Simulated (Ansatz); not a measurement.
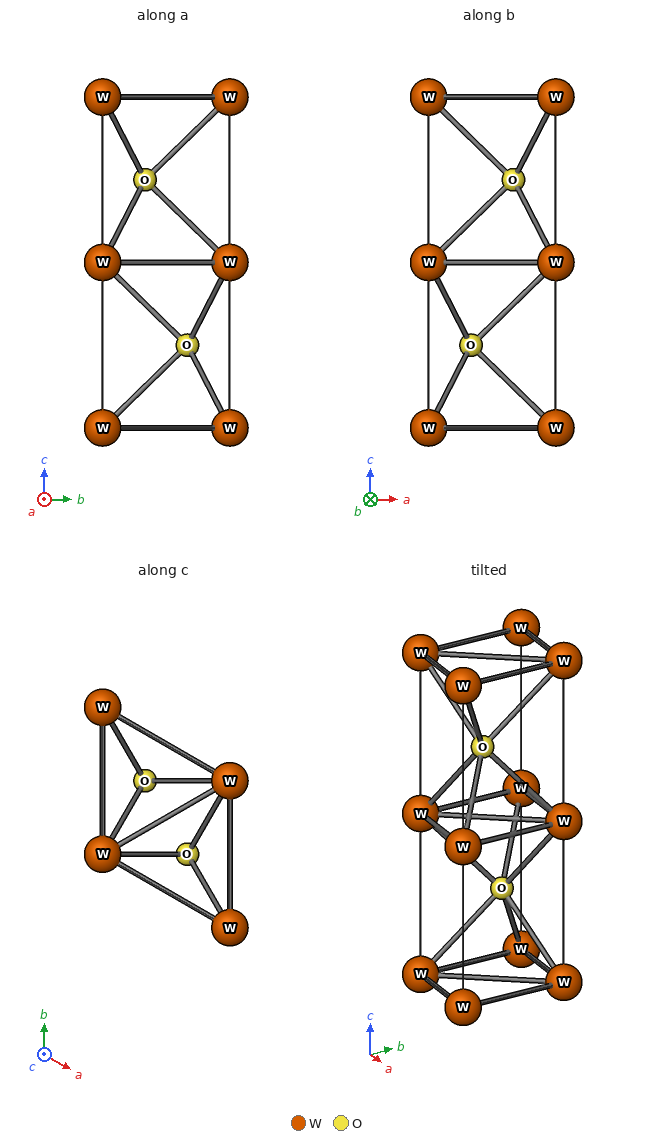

Shown here is a ball-and-stick view of the crystal, taken along the a axis, along the b axis, along the c axis and slightly off an axis. The conventional unit cell is drawn as a box.

Lattice parameters: a = 2.7753 Å, b = 2.7753 Å, c = 6.2485 Å, α = 90.000°, β = 90.000°, γ = 120.000°.

Reconstruct the structure as a CIF with its space group and independent sites.

```cif
data_structure
_symmetry_space_group_name_H-M 'P 63/m m c'
_symmetry_Int_Tables_number 194
_cell_length_a 2.7753
_cell_length_b 2.7753
_cell_length_c 6.2485
_cell_angle_alpha 90.000
_cell_angle_beta 90.000
_cell_angle_gamma 120.000
_cell_volume 41.68
loop_
_atom_site_label
_atom_site_type_symbol
_atom_site_symmetry_multiplicity
_atom_site_Wyckoff_symbol
_atom_site_fract_x
_atom_site_fract_y
_atom_site_fract_z
_atom_site_occupancy
W1 W 2 a 0.0000 0.0000 0.0000 1
O1 O 2 c 0.3333 0.6667 0.2500 1
```

Provenance: a structure type filled with these elements by a generator (whether the compound takes this form wasn't checked). The geometry comes from a coarse first relaxation with DFT PBEsol, scalar-relativistic, plane waves, PAW in Ansatz 0.2.0.
